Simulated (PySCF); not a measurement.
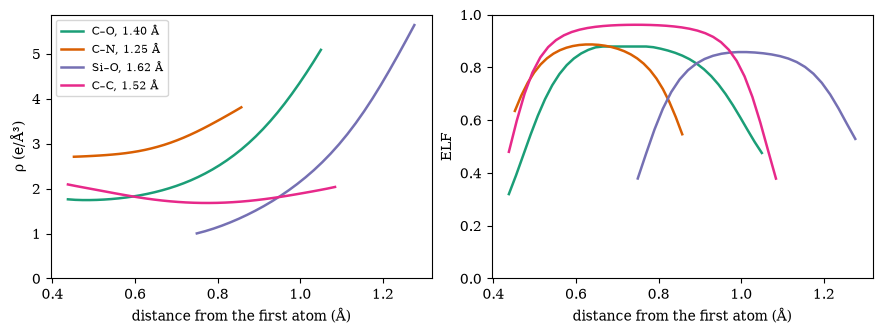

Figure. C4H11NOSi. Electron density and ELF along straight lines between neighbouring atoms. The curves leave out the atomic cores.

Geometry: GFN2-xTB.

Theory: PBE0/pcSseg-1, SCF density, gas phase, non-relativistic (PySCF).

```yaml
atoms:
  - { symbol: C, position_ang: [-1.3922, 2.1846, -0.0005] }
  - { symbol: N, position_ang: [-0.6982, 1.2692, -0.4849] }
  - { symbol: Si, position_ang: [-0.8239, -0.4666, -0.4510] }
  - { symbol: C, position_ang: [-2.1611, -1.2043, 0.6680] }
  - { symbol: O, position_ang: [0.5405, -1.1059, 0.1450] }
  - { symbol: C, position_ang: [1.8584, -0.9519, -0.3004] }
  - { symbol: C, position_ang: [2.4186, 0.4241, 0.0274] }
  - { symbol: H, position_ang: [-1.1005, 3.2201, -0.1660] }
  - { symbol: H, position_ang: [-2.3008, 2.0369, 0.5928] }
  - { symbol: H, position_ang: [-1.0163, -0.7685, -1.8738] }
  - { symbol: H, position_ang: [-3.1383, -0.8487, 0.3572] }
  - { symbol: H, position_ang: [-2.1762, -2.2876, 0.6274] }
  - { symbol: H, position_ang: [-2.0155, -0.9156, 1.7047] }
  - { symbol: H, position_ang: [2.4468, -1.7302, 0.1989] }
  - { symbol: H, position_ang: [1.9016, -1.1222, -1.3826] }
  - { symbol: H, position_ang: [2.3919, 0.5886, 1.1017] }
  - { symbol: H, position_ang: [3.4455, 0.5007, -0.3197] }
  - { symbol: H, position_ang: [1.8110, 1.1837, -0.4559] }
```

**What can be read from the curves?**

C–O (1.40 Å): ρ is about 2.1 e/Å³ halfway, with its minimum of 1.7 e/Å³ about 0.5 Å from C; the ELF peaks at about 0.90 between the atoms, as expected for a polar covalent bond.
C–N (1.25 Å): ρ is about 2.9 e/Å³ halfway; the ELF peaks at about 0.90 between the atoms; a multiple bond.
Si–O (1.62 Å): the density is about 1.2 e/Å³ at the midpoint; the ELF peaks at about 0.85 between the atoms: a polar covalent bond.
C–C (1.52 Å): ρ is about 1.7 e/Å³ halfway; the ELF peaks at about 0.95 between the atoms: localised, covalent bonding.
